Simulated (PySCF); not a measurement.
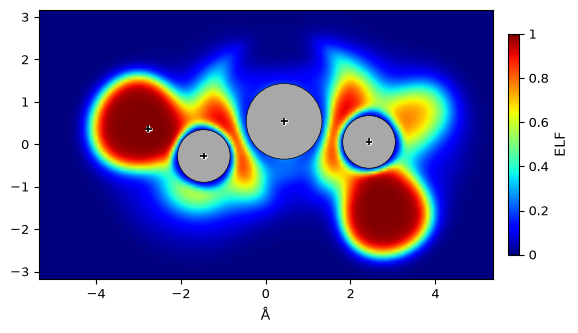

The electron localisation function on a plane through atoms (crosses mark nuclei in the plane; grey discs cover the cores).

All numbers below come from DFT single point, gas phase, functional PBE0 (PySCF 2.14.0, density-fitted response routines).

Candidates:
A. H6NiP2 (SMILES [PH3]->[Ni]<-[PH3])
B. H2Si···H2 (SMILES [H][H].[SiH2+]) (charge +1, doublet)
C. C7H5O3 (SMILES O=C([O-])c1cccc(O)c1) (charge −1)

> Which system is this?

Candidate A: H6NiP2 on the plane of atoms Ni1, P6 and H7, which holds Ni, P and H. Ni–P (2.06 Å): the ELF peaks at about 0.80 between the atoms. P–H (1.45 Å): the ELF climbs to about 1 towards the hydrogen, as it does in any bond to H.
